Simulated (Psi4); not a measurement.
## Geometry relaxation, with input and output: InCl (part 3 of 4)

InCl, SMILES [Cl][In]; MN15/def2-TZVPD, RKS, core potentials def2 (Psi4 1.11). The geometry comes from this level: PBE0-D4/def2-TZVP. The settings are looser than a standard set-up, so the numbers are not reference values.

Geometry of the input (Å):
```
Cl 0.0000  -0.0000  -0.0139
In -0.0000  0.0000  2.3996
```

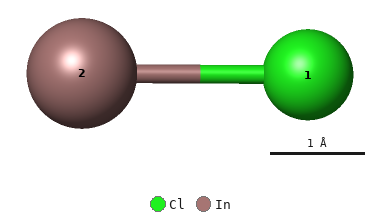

The structure as given in the input (ball-and-stick view, seen on its broad side; atoms are numbered from 1 in the order of the input). Sticks mark near contacts.

The program's output, continued
```
   => Molecular Quadrature <=

    Radial Scheme          =       TREUTLER
    Pruning Scheme         =           NONE
    Nuclear Scheme         =       TREUTLER

    Blocking Scheme        =         OCTREE
    BS radius alpha        =              1
    Pruning alpha          =              1
    Radial Points          =             15
    Spherical Points       =             26
    Total Points           =            773
    Total Blocks           =             11
    Max Points             =            100
    Max Functions          =            102
    Weights Tolerance      =       1.00E-15

  ==> Integral Setup <==

  Using in-core PK algorithm.
   Calculation information:
      Number of atoms:                   2
      Number of AO shells:              34
      Number of primitives:             61
      Number of atomic orbitals:       118
      Number of basis functions:       102

      Integral cutoff                 1.00e-12
      Number of threads:                 1

  Performing in-core PK
  Using 27599262 doubles for integral storage.
  We computed 166594 shell quartets total.
  Whereas there are 177310 unique shell quartets.

  ==> DiskJK: Disk-Based J/K Matrices <==

    J tasked:                  Yes
    K tasked:                  Yes
    wK tasked:                  No
    Memory [MiB]:             1138
    Schwarz Cutoff:          1E-12

  Cached 100.0% of DFT collocation blocks in 0.006 [GiB].

  Minimum eigenvalue in the overlap matrix is 1.6996611194E-03.
  Reciprocal condition number of the overlap matrix is 3.6466780161E-04.
    Using symmetric orthogonalization.

  ==> Iterations <==

                        Total Energy        Delta E     RMS |[F,P]|

   @RKS iter   0:  -649.81778593314857   -6.49818e+02   9.73627e-06
   @RKS iter   1:  -649.81758795393534    1.97979e-04   1.30843e-06 DIIS
   @RKS iter   2:  -649.81758795326073    6.74618e-10   1.58285e-06 DIIS
   @RKS iter   3:  -649.81758796540873   -1.21480e-08   1.46877e-07 DIIS
   @RKS iter   4:  -649.81758796547035   -6.16183e-11   4.54814e-08 DIIS
   @RKS iter   5:  -649.81758796547990   -9.54969e-12   1.52192e-08 DIIS
   @RKS iter   6:  -649.81758796548115   -1.25056e-12   2.34778e-09 DIIS
  Energy and wave function converged.

  ==> Post-Iterations <==

   Electrons on quadrature grid:
      Ntotal   =   38.0212676916 ; deviation = 2.127e-02

    Final Occupation by Irrep:
              A
    DOCC [    19 ]
    NA   [    19 ]
    NB   [    19 ]

  @RKS Final Energy:  -649.81758796548115

   => Energetics <=

    Nuclear Repulsion Energy =             80.0093313666065029
    One-Electron Energy =               -1129.4946620785099185
    Two-Electron Energy =                 424.9399257153009444
    DFT Exchange-Correlation Energy =     -25.2721829688787096
    Empirical Dispersion Energy =           0.0000000000000000
    VV10 Nonlocal Energy =                  0.0000000000000000
    Total Energy =                       -649.8175879654811524

Computation Completed

Properties will be evaluated at   0.000000,   0.000000,   0.000000 [a0]

Properties computed using the SCF density matrix

 Multipole Moments:

 ------------------------------------------------------------------------------------
     Multipole            Electronic (a.u.)      Nuclear  (a.u.)        Total (a.u.)
 ------------------------------------------------------------------------------------

 L = 1.  Multiply by 2.5417464519 to convert [e a0] to [Debye]
 Dipole X            :         -0.0000000            0.0000000           -0.0000000
 Dipole Y            :         -0.0000000            0.0000000           -0.0000000
 Dipole Z            :         37.5180763          -36.2924089            1.2256674
 Magnitude           :                                                    1.2256674

 ------------------------------------------------------------------------------------

	total time  =          4 seconds =       0.07 minutes

         ------------------------------------------------------------
                                   SCF GRAD
         ------------------------------------------------------------

  ==> Geometry <==

    Molecular point group: c1
    Full point group: C_inf_v

    Geometry (in Angstrom), charge = 0, multiplicity = 1:

       Center              X                  Y                   Z               Mass
    ------------   -----------------  -----------------  -----------------  -----------------
         CL           0.000000000000     0.000000000000    -1.810259247238    34.968852682000
         IN           0.000000000000     0.000000000000     0.550918642671   114.903878776000

  Nuclear repulsion =   80.009331366606503

   => Molecular Quadrature <=

    Radial Scheme          =       TREUTLER
    Pruning Scheme         =           NONE
    Nuclear Scheme         =       TREUTLER

    Blocking Scheme        =         OCTREE
    BS radius alpha        =              1
    Pruning alpha          =              1
    Radial Points          =             15
    Spherical Points       =             26
    Total Points           =            773
    Total Blocks           =             11
    Max Points             =            100
    Max Functions          =            102
    Weights Tolerance      =       1.00E-15

  -Total Gradient:
     Atom            X                  Y                   Z
    ------   -----------------  -----------------  -----------------
       1       -0.000000000001    -0.000000000000     0.033268982433
       2       -0.000000000001     0.000000000000     0.033210168907

	total time  =         13 seconds =       0.22 minutes

    			-----------------------------------------

    			 OPTKING 3.0: for geometry optimizations

    			        with contributions from

    			-----------------------------------------

	                            ===> Fragment 1 <==

	 Z (Atomic Numbers)          Masses                          Geom
	      17.000000            34.968853          0.00000000  0.00000000 -3.42089419
	      49.000000            114.903879         0.00000000  0.00000000  1.04108535

	 - Coordinate -           - BOHR/RAD -       - ANG/DEG -
	 R(1,2)           =         4.461980           2.361178

	        --- Internal Coordinate Step in ANG or DEG, aJ/ANG or AJ/DEG ---
	-------------------------------------------------------------------------------
	           Coordinate      Previous         Force          Change          New
	           ----------      --------        ------          ------        ------
	               R(1,2)       2.36118        0.00024        0.00013       2.36131
	-------------------------------------------------------------------------------

	                                 ==> Convergence Check <==

	Measures of convergence in internal coordinates in au.

	Criteria marked as inactive (o), active & met (*), and active & unmet ( ).

	----------------------------------------------------------------------------------------------
	   Step    Total Energy     Delta E     Max Force     RMS Force      Max Disp      RMS Disp
	----------------------------------------------------------------------------------------------
	  Convergence Criteria              o    1.50e-05 *    1.00e-05 *    6.00e-05 *    4.00e-05 *
	----------------------------------------------------------------------------------------------
	     4    -649.81758797   -2.70e-06 o    2.94e-05      2.94e-05      2.49e-04      2.49e-04    ~
	----------------------------------------------------------------------------------------------

Next Geometry in Ang
	Fragment 1 (Ang)

	   Cl   0.0000000000   0.0000000000  -1.8103252232
	   In   0.0000000000   0.0000000000   0.5509846186

    Structure for next step:
    Molecular point group: c1
    Full point group: C_inf_v

    Geometry (in Angstrom), charge = 0, multiplicity = 1:

    CL           0.000000000000     0.000000000000    -1.810360411661
    IN           0.000000000000     0.000000000000     0.550949430176

gradient() will perform analytic gradient computation.

  ==> Geometry <==

    Molecular point group: c1
    Full point group: C_inf_v

    Geometry (in Angstrom), charge = 0, multiplicity = 1:

       Center              X                  Y                   Z               Mass
    ------------   -----------------  -----------------  -----------------  -----------------
         CL           0.000000000000     0.000000000000    -1.810360411661    34.968852682000
         IN           0.000000000000     0.000000000000     0.550949430176   114.903878776000

  Running in c1 symmetry.

  Rotational constants: A = ************  B =      0.11277  C =      0.11277 [cm^-1]
  Rotational constants: A = ************  B =   3380.78688  C =   3380.78688 [MHz]
  Nuclear repulsion =   80.004860379624915

  Charge       = 0
  Multiplicity = 1
  Electrons    = 38
  Nalpha       = 19
  Nbeta        = 19

  ==> DiskJK: Disk-Based J/K Matrices <==

    J tasked:                  Yes
    K tasked:                  Yes
    wK tasked:                  No
    Memory [MiB]:             1138
    Schwarz Cutoff:          1E-12

  Cached 100.0% of DFT collocation blocks in 0.006 [GiB].

  Minimum eigenvalue in the overlap matrix is 1.6999565042E-03.
  Reciprocal condition number of the overlap matrix is 3.6473727650E-04.
    Using symmetric orthogonalization.

  ==> Iterations <==

                        Total Energy        Delta E     RMS |[F,P]|

   @RKS iter   0:  -649.81754237879727   -6.49818e+02   2.21423e-06
   @RKS iter   1:  -649.81758737310929   -4.49943e-05   2.97352e-07 DIIS
   @RKS iter   2:  -649.81758737307609    3.31966e-11   3.59593e-07 DIIS
   @RKS iter   3:  -649.81758737370171   -6.25619e-10   3.33892e-08 DIIS
   @RKS iter   4:  -649.81758737370501   -3.29692e-12   1.03371e-08 DIIS
   @RKS iter   5:  -649.81758737370455    4.54747e-13   3.45445e-09 DIIS
  Energy and wave function converged.

  ==> Post-Iterations <==

   Electrons on quadrature grid:
      Ntotal   =   38.0212622608 ; deviation = 2.126e-02

    Final Occupation by Irrep:
              A
    DOCC [    19 ]
    NA   [    19 ]
    NB   [    19 ]

  @RKS Final Energy:  -649.81758737370455

   => Energetics <=

    Nuclear Repulsion Energy =             80.0048603796249154
    One-Electron Energy =               -1129.4858154698088128
    Two-Electron Energy =                 424.9355315800116273
    DFT Exchange-Correlation Energy =     -25.2721638635323345
    Empirical Dispersion Energy =           0.0000000000000000
    VV10 Nonlocal Energy =                  0.0000000000000000
    Total Energy =                       -649.8175873737045549

Computation Completed

Properties will be evaluated at   0.000000,   0.000000,   0.000000 [a0]

Properties computed using the SCF density matrix

 Multipole Moments:

 ------------------------------------------------------------------------------------
     Multipole            Electronic (a.u.)      Nuclear  (a.u.)        Total (a.u.)
 ------------------------------------------------------------------------------------

 L = 1.  Multiply by 2.5417464519 to convert [e a0] to [Debye]
 Dipole X            :         -0.0000000            0.0000000           -0.0000000
 Dipole Y            :          0.0000000            0.0000000            0.0000000
 Dipole Z            :         37.5204515          -36.2944371            1.2260145
 Magnitude           :                                                    1.2260145

 ------------------------------------------------------------------------------------

	total time  =          4 seconds =       0.07 minutes

         ------------------------------------------------------------
                                   SCF GRAD
         ------------------------------------------------------------

  ==> Geometry <==

    Molecular point group: c1
    Full point group: C_inf_v

    Geometry (in Angstrom), charge = 0, multiplicity = 1:

       Center              X                  Y                   Z               Mass
    ------------   -----------------  -----------------  -----------------  -----------------
         CL           0.000000000000     0.000000000000    -1.810360411661    34.968852682000
         IN           0.000000000000     0.000000000000     0.550949430176   114.903878776000

  Nuclear repulsion =   80.004860379624915

   => Molecular Quadrature <=

    Radial Scheme          =       TREUTLER
    Pruning Scheme         =           NONE
    Nuclear Scheme         =       TREUTLER

    Blocking Scheme        =         OCTREE
    BS radius alpha        =              1
    Pruning alpha          =              1
    Radial Points          =             15
    Spherical Points       =             26
    Total Points           =            769
    Total Blocks           =             11
    Max Points             =            100
    Max Functions          =            102
    Weights Tolerance      =       1.00E-15

  -Total Gradient:
     Atom            X                  Y                   Z
    ------   -----------------  -----------------  -----------------
       1        0.000000000001     0.000000000000     0.033207150839
       2       -0.000000000007     0.000000000000     0.033220384050

	total time  =         12 seconds =       0.20 minutes

    			-----------------------------------------

    			 OPTKING 3.0: for geometry optimizations

    			        with contributions from

    			-----------------------------------------

	                            ===> Fragment 1 <==

	 Z (Atomic Numbers)          Masses                          Geom
	      17.000000            34.968853          0.00000000  0.00000000 -3.42108537
	      49.000000            114.903879         0.00000000  0.00000000  1.04114353

	 - Coordinate -           - BOHR/RAD -       - ANG/DEG -
	 R(1,2)           =         4.462229           2.361310

	        --- Internal Coordinate Step in ANG or DEG, aJ/ANG or AJ/DEG ---
	-------------------------------------------------------------------------------
	           Coordinate      Previous         Force          Change          New
	           ----------      --------        ------          ------        ------
	               R(1,2)       2.36131       -0.00005       -0.00003       2.36128
	-------------------------------------------------------------------------------

	                                 ==> Convergence Check <==

	Measures of convergence in internal coordinates in au.

	Criteria marked as inactive (o), active & met (*), and active & unmet ( ).

	----------------------------------------------------------------------------------------------
	   Step    Total Energy     Delta E     Max Force     RMS Force      Max Disp      RMS Disp
	----------------------------------------------------------------------------------------------
	  Convergence Criteria              o    1.50e-05 *    1.00e-05 *    6.00e-05 *    4.00e-05 *
	----------------------------------------------------------------------------------------------
	     5    -649.81758737    5.92e-07 o    6.62e-06 *    6.62e-06 *    5.61e-05 *    5.61e-05    ~
	----------------------------------------------------------------------------------------------

Next Geometry in Ang
	Fragment 1 (Ang)

	   Cl   0.0000000000   0.0000000000  -1.8103455584
	   In   0.0000000000   0.0000000000   0.5509345769

    Structure for next step:
    Molecular point group: c1
    Full point group: C_inf_v

    Geometry (in Angstrom), charge = 0, multiplicity = 1:

    CL           0.000000000000     0.000000000000    -1.810337636423
    IN           0.000000000000     0.000000000000     0.550942498958

gradient() will perform analytic gradient computation.

  ==> Geometry <==

    Molecular point group: c1
    Full point group: C_inf_v

    Geometry (in Angstrom), charge = 0, multiplicity = 1:

       Center              X                  Y                   Z               Mass
    ------------   -----------------  -----------------  -----------------  -----------------
         CL           0.000000000000     0.000000000000    -1.810337636423    34.968852682000
         IN           0.000000000000     0.000000000000     0.550942498958   114.903878776000

  Running in c1 symmetry.

  Rotational constants: A = ************  B =      0.11277  C =      0.11277 [cm^-1]
  Rotational constants: A = ************  B =   3380.87195  C =   3380.87195 [MHz]
  Nuclear repulsion =   80.005866893357094

  Charge       = 0
  Multiplicity = 1
  Electrons    = 38
  Nalpha       = 19
  Nbeta        = 19

  ==> DiskJK: Disk-Based J/K Matrices <==

    J tasked:                  Yes
    K tasked:                  Yes
    wK tasked:                  No
    Memory [MiB]:             1138
    Schwarz Cutoff:          1E-12

  Cached 100.0% of DFT collocation blocks in 0.006 [GiB].

  Minimum eigenvalue in the overlap matrix is 1.6998899987E-03.
  Reciprocal condition number of the overlap matrix is 3.6472163423E-04.
    Using symmetric orthogonalization.

  ==> Iterations <==
```
